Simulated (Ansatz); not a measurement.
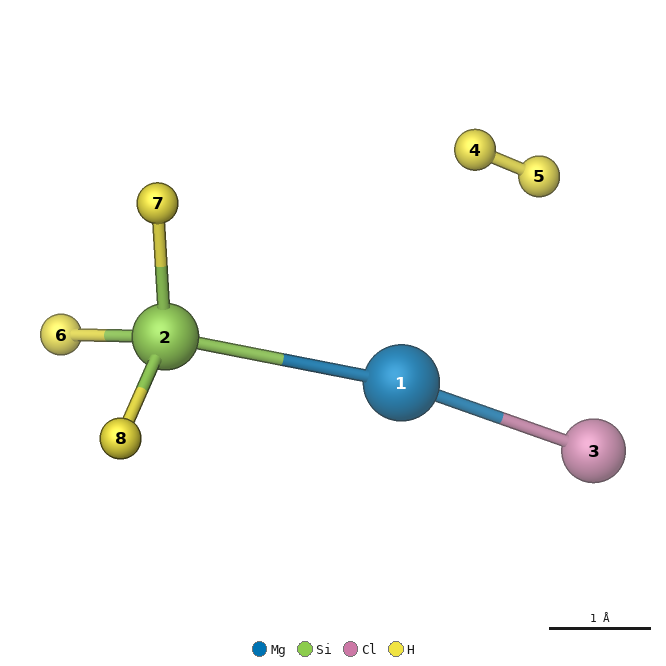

Orthographic view. Distant atoms are faded towards the background colour. The geometry was computed by an optimisation with PBE0-D4/def2-TZVP. No frequency run is at hand to confirm it as a minimum.

List the bonded neighbours of every atom.

Mg1: Si2, Cl3
Si2: Mg1, H6, H7, H8
Cl3: Mg1
H4: H5
H5: H4
H6: Si2
H7: Si2
H8: Si2
